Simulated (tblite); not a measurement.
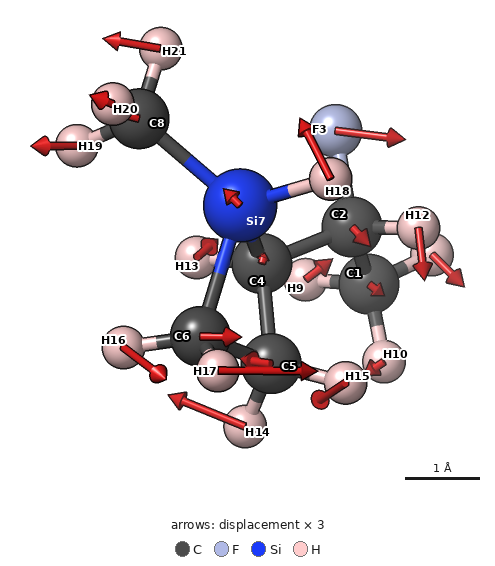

This is a relaxation of C6H13FSi. The starting structure is drawn; red arrows show the displacements, magnified 3 times. The two geometries are superimposed by the best rigid fit.

A ball-and-stick model, seen from a free direction.

All numbers below come from tblite 0.8.0, GFN2-xTB geometry optimisation, gas phase. 

Q: What happened in the run?

A: Over 89 geometry steps the energy falls by 9.09 kcal/mol. An H atom moves most after the best rigid fit: 0.46 Å. Largest moves by element: H 0.46 Å, F 0.34 Å, C 0.21 Å, Si 0.12 Å. Some distances before and after: C–Si 1.819 → 1.893 Å, C–Si 1.881 → 1.917 Å, C–C 1.563 → 1.541 Å, H–Si 1.488 → 1.467 Å. Bond angles that change, for instance: C–Si–H 118.0° → 112.1°, C–C–H 115.4° → 110.4°, C–Si–C 113.5° → 118.5°.
